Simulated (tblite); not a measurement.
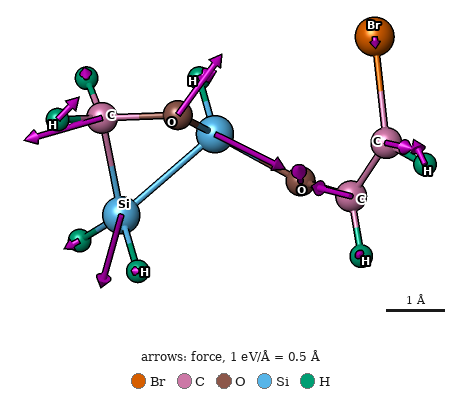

Starting geometry of C3H7BrO2Si2 with the computed forces as purple arrows. A ball-and-stick model, seen from a free direction.

Method: GFN2-xTB geometry optimisation, gas phase in tblite. 

Question: What follows when this structure is relaxed?

Answer: It isn't relaxed: the largest force vector, on a Si atom, is 3.22 eV/Å. The final displacements have little in common with the starting forces (cosine between the two patterns 0.22). The energy falls by 1.832 eV in 154 geometry steps. An H atom moves most after the best rigid fit: 1.11 Å. Largest moves by element: H 1.11 Å, O 0.87 Å, Si 0.46 Å, Br 0.41 Å, C 0.30 Å. Near-neighbour distances that change, for instance: O–Si 2.282 → 2.602 Å, Br–Si 3.543 → 3.302 Å, Si–Si 2.211 → 2.299 Å, C–Si 1.848 → 1.936 Å. Among the angles between lasting bonds that change: Si–O–C 94.3° → 107.2°, O–C–Si 88.2° → 99.8°, Si–Si–H 115.2° → 126.0°. Groups turn about O–Si by about 65°, C–O by about 60°, C–O by about 45°. The run took 2.5 s on 1 thread of Arm Neoverse N1 (shared host).
